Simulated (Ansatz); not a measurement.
## Run report: CH$_{3}$F$_{2}$InS, single-point calculation

The run: single-point calculation of CH$_{3}$F$_{2}$InS, SMILES C[S][In]([F])[F]. Method and program: RKS r2SCAN-D4/def2-TZVPP (Ansatz 0.2.0).

The geometry comes from this level: PBE0-D4/def2-TZVP. Figures and captions count atoms from 1; the log counts them from 0 in places.

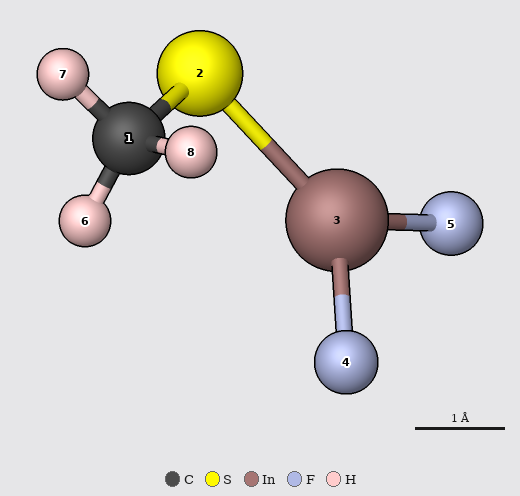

*The structure (ball-and-stick view, seen at a tilt; atoms are numbered from 1 in the order of the input). Sticks mark near contacts.*

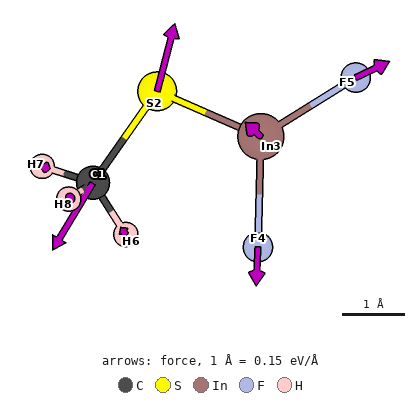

*Forces on the atoms as pink arrows (ball-and-stick view, seen at a tilt; atoms are numbered from 1 in the order of the input).*

The largest act on C1 (0.20 eV/Å); S2 (0.18 eV/Å); F4, F5 (0.10 eV/Å); In3 (0.07 eV/Å). The geometry is not a stationary point of this energy.

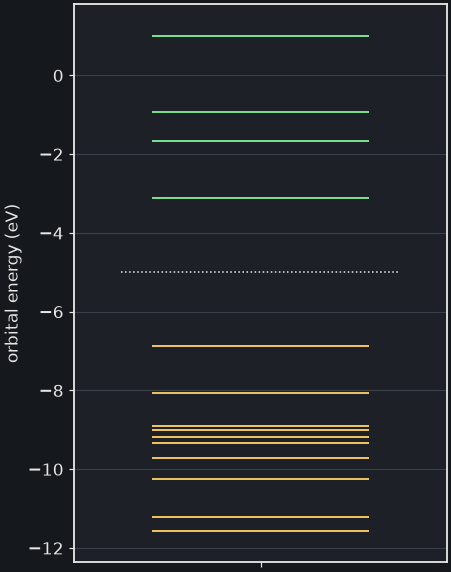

*Orbital energies near the frontier; the dotted line parts filled from empty levels, and levels within 0.02 eV of each other stand side by side.*

Highest filled −6.88 eV, lowest empty −3.11 eV, 3.77 eV apart.

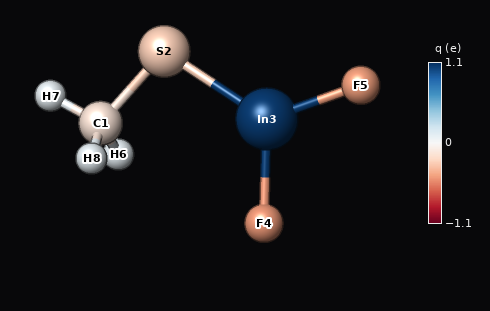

*Mulliken charges, as the colour of each atom (ball-and-stick view, seen at a tilt; atoms are numbered from 1 in the order of the input).*

By element: C −0.14, S −0.27, In +1.04, F −0.47 to −0.45 and H +0.09 to +0.10 e.

The input that produced these results follows, with the program's output.

Input file:
```yaml
crystal:
  periodic: [false, false, false]
  atoms:
    - {symbol: C, position_ang: [-0.473918, -0.628520, 1.253422]}
    - {symbol: S, position_ang: [0.670333, 0.764958, 0.979351]}
    - {symbol: In, position_ang: [0.669130, 0.868821, -1.356461]}
    - {symbol: F, position_ang: [-0.403573, -0.378200, -2.388270]}
    - {symbol: F, position_ang: [1.631899, 2.081225, -2.509965]}
    - {symbol: H, position_ang: [-1.469636, -0.410909, 0.873144]}
    - {symbol: H, position_ang: [-0.525533, -0.747669, 2.335807]}
    - {symbol: H, position_ang: [-0.098701, -1.549696, 0.812973]}
basis:
  gaussian: {orbitals: def2-TZVPP}
hamiltonian: {xc: r2scan, dispersion: d4}
output: {forces: true, orbitals: {seedname: orbitals}}
```

Command:
```bash
ansatz run in.yaml --threads 4 --pin off --events-out ev --progress --plain --max-ram 10444MiB
```

What the program printed:
```
Functional definition: r2SCAN
  name "r2SCAN"
  cite "Furness, Kaplan, Ning, Perdew & Sun, J. Phys. Chem. Lett. 11, 8208 (2020) doi:10.1021/acs.jpclett.0c02405"
  cite "Furness, Kaplan, Ning, Perdew & Sun, J. Phys. Chem. Lett. 11, 9248 (2020) doi:10.1021/acs.jpclett.0c03077"
  parent r2scan
  parameter k0 = 0.174
  parameter k1 = 0.065
  parameter a1 = 4.9479
  exchange = r2scan_x(k0 = k0, k1 = k1, a1 = a1)
  correlation = r2scan_c
1341 factors; their error is unknown
mean field evaluation 1: about -22521.8266 eV, gradient 7.8e1 eV
mean field evaluation 2: about -22465.7527 eV, gradient 1.9e2 eV
mean field evaluation 4: about -22532.6484 eV, gradient 1.3e1 eV
mean field evaluation 8: about -22533.0698 eV, gradient 2.5e-1 eV
mean field evaluation 16: about -22533.0551 eV, gradient 4.5e-3 eV
mean field -22533.05508201 eV, -828.0745008107 hartree, gradient 1.8e-5 eV, S^2 0.000000; 0 other end points of the search recorded, 0 dependent functions left out
the calculation of the forces begins
reference -22533.05510431 eV, -828.0745016302 hartree; 32, 32 occupied and 195, 195 virtual orbitals, 1341 factors
Total energy: -22533.09587745 eV, -828.0760000153 hartree
Atom 0 at    -0.473918    -0.628520     1.253422 Å, force    -0.126795    -0.148045     0.014816 eV/Å
Atom 1 at     0.670333     0.764958     0.979351 Å, force     0.111493     0.129524     0.050962 eV/Å
Atom 2 at     0.669130     0.868821    -1.356461 Å, force     0.010716     0.010766     0.067461 eV/Å
Atom 3 at    -0.403573    -0.378200    -2.388270 Å, force    -0.058321    -0.068405    -0.053936 eV/Å
Atom 4 at     1.631899     2.081225    -2.509965 Å, force     0.045691     0.058367    -0.070796 eV/Å
Atom 5 at    -1.469636    -0.410909     0.873144 Å, force     0.023837    -0.007021     0.009019 eV/Å
Atom 6 at    -0.525533    -0.747669     2.335807 Å, force     0.002169     0.002969    -0.028278 eV/Å
Atom 7 at    -0.098701    -1.549696     0.812973 Å, force    -0.008790     0.021845     0.010751 eV/Å
Dipole moment:    -0.179436    -0.248021     0.700379 e Å
```

Results in brief:

| quantity | value |
| --- | --- |
| outcome | converged |
| total energy | −22533.0959 eV |
| mean-field energy | −22533.0551 eV |
| dispersion energy | −0.0408 eV |
| SCF solution under orbital rotations | stable |
| HOMO | −6.88 eV |
| LUMO | −3.11 eV |
| largest force (length of the vector) | 0.195 eV/Å |
| dipole moment | 3.67 D |
| hardware | 4 threads of Arm Neoverse V1, 23 GiB of memory available, shared host |
| wall time | 5.5 s (CPU time 19 s) |
| peak memory | 0.32 GiB |
